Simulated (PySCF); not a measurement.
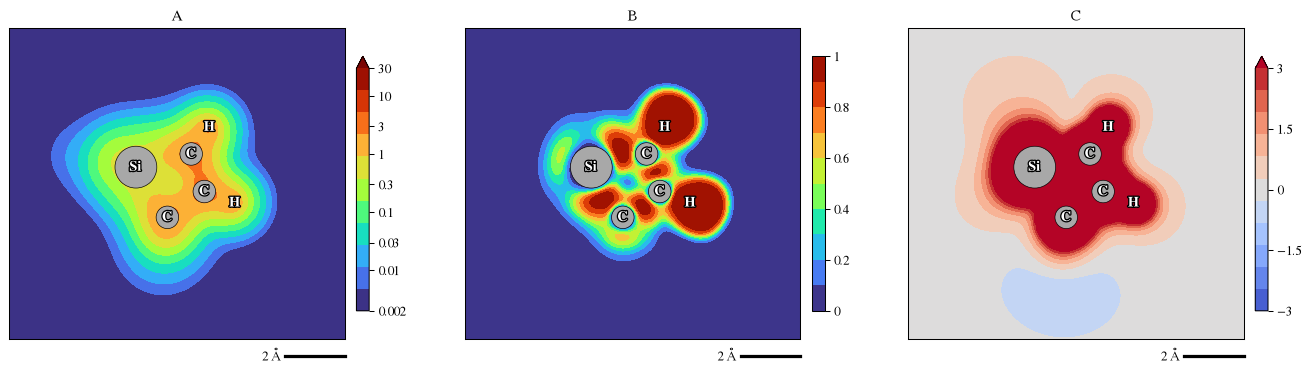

C5H7BSi: 3 fields on the plane of atoms Si2, C3 and C4, with unlabelled colour scales. Grey discs cover the atomic cores.

Geometry: GFN2-xTB.

The calculation used PBE0/pcSseg-1, SCF density, gas phase, non-relativistic (PySCF).

Which field does each panel show? The fields are: electron density, electron localisation function and electrostatic potential.

Panel A: electron density. Panel B: electron localisation function. Panel C: electrostatic potential (strongly positive close to the atoms and fading to about zero outside). From the grid: C–Si (1.90 Å): the density is about 0.87 e/Å³ at the midpoint; the ELF peaks at about 0.95 between the atoms (a covalent bond).
